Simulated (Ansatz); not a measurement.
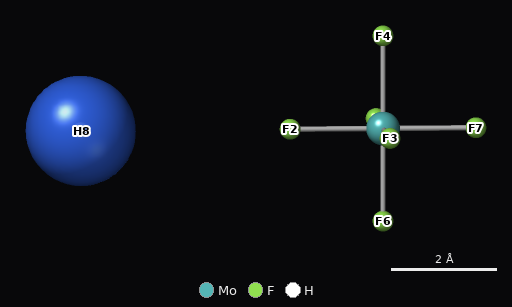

*F6Mo···H (doublet). Isosurface of the spin density at +0.04 e/Å³ (blue), seen across its widest extent.*

Core potentials replace the inner electrons of Mo.

The calculation used UHF/def2-SVP (Ansatz 0.2.0).

```xyz
8

Mo    0.0000    0.0000   -0.2922
F     0.0000    0.0000    1.4996
F     1.7918    0.0000   -0.2926
F     0.0000    1.7918   -0.2919
F    -1.7918    0.0000   -0.2926
F     0.0000   -1.7918   -0.2919
F     0.0000    0.0000   -2.0841
H     0.0000    0.0000    5.5357
```

Question: Describe the spin distribution.

Answer: The unpaired spin (1 electron) lies mostly on H8 (about 1.0), in electrons by Hirshfeld's partition.
